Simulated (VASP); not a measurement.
Band structure of KTaO3 (cubic perovskite). Calculation: modified Becke-Johnson potential (mBJ) with spin-orbit coupling, VASP's PBE PAW potentials (set 64) (plane waves; VASP).

mBJ is a potential without an energy functional, so only the levels count.

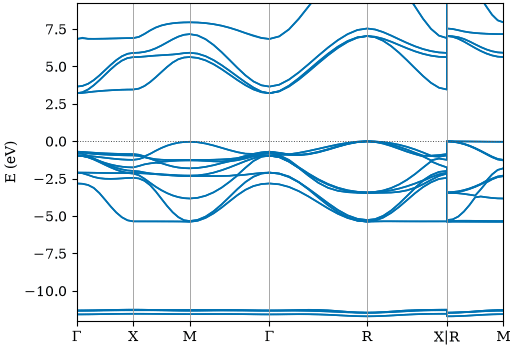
Fig. 1. Bands along high-symmetry lines, zero at the valence-band maximum or, without a gap, the Fermi level

Problem. Read the plot: is there a gap, and where are the band edges?

Solution. The gap is indirect, 3.21 eV, from the valence maximum at R to the conduction minimum at Γ.

Measured: gap 3.64 eV (computed value off by -0.43 eV), as given by Burak Himmetoglu et al., Journal of Physics Condensed Matter (2016), arXiv:1601.06205.

The compound is KTaO3 in the cubic perovskite structure. It was relaxed first. The cell's shape comes from a PBE relaxation.
